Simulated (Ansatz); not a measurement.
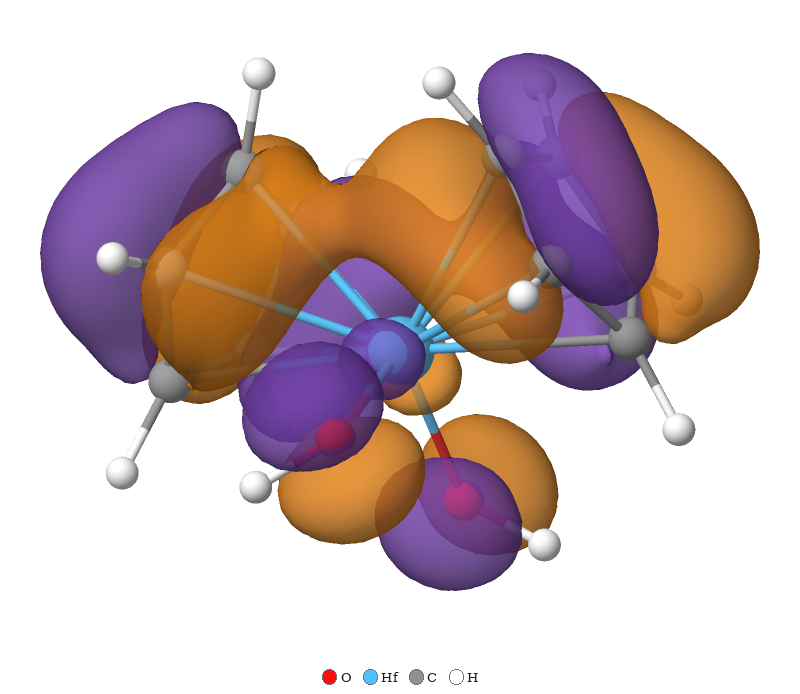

Figure 1: C$_{10}$H$_{12}$HfO$_{2}$. The HOMO−1 at ±0.08 Å⁻³ᐟ² (orange and purple are the two phases), seen at a tilt.

Geometry: PBE0-D4/def2-TZVP; core potentials replace the inner electrons of Hf.

These are results of Ansatz 0.2.0, RKS PBE0-D4/def2-TZVPP, not measurements.

Input

```
crystal:
  periodic: [false, false, false]
  atoms:
    - {symbol: O, position_ang: [-0.674321, -0.253223, -2.245132]}
    - {symbol: Hf, position_ang: [0.044971, -0.351292, -0.392545]}
    - {symbol: O, position_ang: [0.974228, -2.110648, -0.398012]}
    - {symbol: C, position_ang: [-2.028769, -1.618012, 0.379200]}
    - {symbol: C, position_ang: [-2.494663, -0.377211, -0.092361]}
    - {symbol: C, position_ang: [-1.993385, 0.629319, 0.753641]}
    - {symbol: C, position_ang: [-1.236504, 0.002591, 1.775336]}
    - {symbol: C, position_ang: [-1.258938, -1.383181, 1.542843]}
    - {symbol: C, position_ang: [2.511356, 0.234040, -0.056498]}
    - {symbol: C, position_ang: [2.140745, 0.783570, -1.297519]}
    - {symbol: C, position_ang: [1.208884, 1.820407, -1.056372]}
    - {symbol: C, position_ang: [0.992468, 1.895102, 0.330153]}
    - {symbol: C, position_ang: [1.792072, 0.902667, 0.951106]}
    - {symbol: H, position_ang: [-0.131757, -0.061814, -3.008889]}
    - {symbol: H, position_ang: [0.513811, -2.947551, -0.354322]}
    - {symbol: H, position_ang: [-2.223328, -2.578716, -0.074812]}
    - {symbol: H, position_ang: [-3.064557, -0.219256, -0.994296]}
    - {symbol: H, position_ang: [-2.171133, 1.689712, 0.651477]}
    - {symbol: H, position_ang: [-0.733823, 0.501565, 2.590097]}
    - {symbol: H, position_ang: [-0.751271, -2.132067, 2.132469]}
    - {symbol: H, position_ang: [3.167120, -0.609867, 0.088484]}
    - {symbol: H, position_ang: [2.503270, 0.462214, -2.263040]}
    - {symbol: H, position_ang: [0.723809, 2.427872, -1.805955]}
    - {symbol: H, position_ang: [0.335588, 2.588228, 0.833774]}
    - {symbol: H, position_ang: [1.854134, 0.705550, 2.011165]}
basis:
  gaussian: {orbitals: def2-TZVPP}
hamiltonian: {xc: pbe0, dispersion: d4}
output: {orbitals: {seedname: orbitals}}
```

Run with:

```sh
ansatz run in.yaml --threads 11 --pin off --events-out ev --progress --plain --max-ram 174080MiB --backend cuda --devices 0, --max-vram 75GiB
```

**Describe this orbital and give its energy.**

It lies mainly on C11 (about 10 %), C8 (about 10 %), O1 (about 10 %), O3 (about 10 %), C6 (about 10 %) and C13 (about 10 %). Its energy is −6.90 eV.
